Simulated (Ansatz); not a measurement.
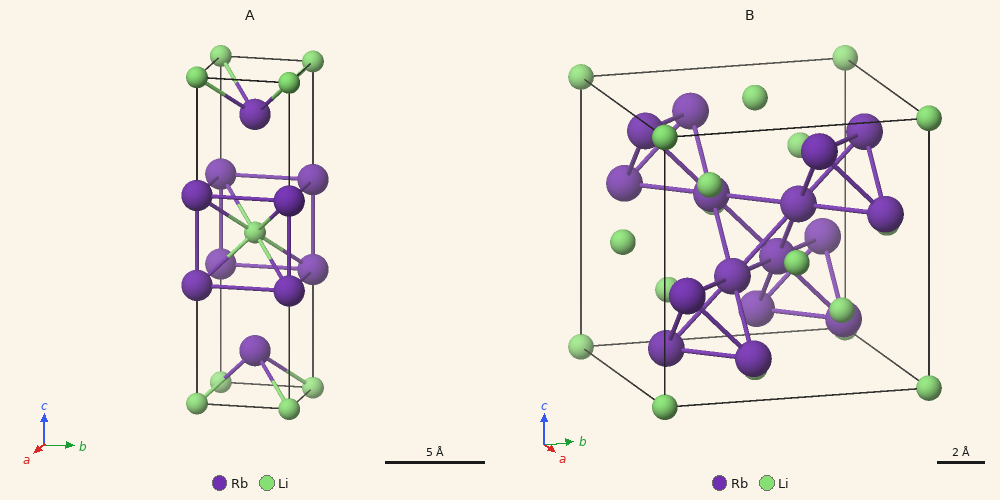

Two structures of Rb$_{2}$Li, each relaxed to rest (conventional cells in solid outline, small ones repeated, not to one scale). Method: DFT PBE, scalar-relativistic, plane waves, PAW in Ansatz 0.2.0, without spin polarisation.

**Which two forms are compared?**

A: 6 atoms a cell on a body-centred tetragonal lattice, I4/mmm. B: cubic Laves phase (C15, MgCu₂ type), Fd-3m.

**Which of the two does the method prefer?**

A is lower, by 180 meV/atom at this level of theory (energies at zero smearing). Volumes: A 65.9, B 71.2 Å³/atom.

One or both may be structure types tried for this composition rather than known phases.
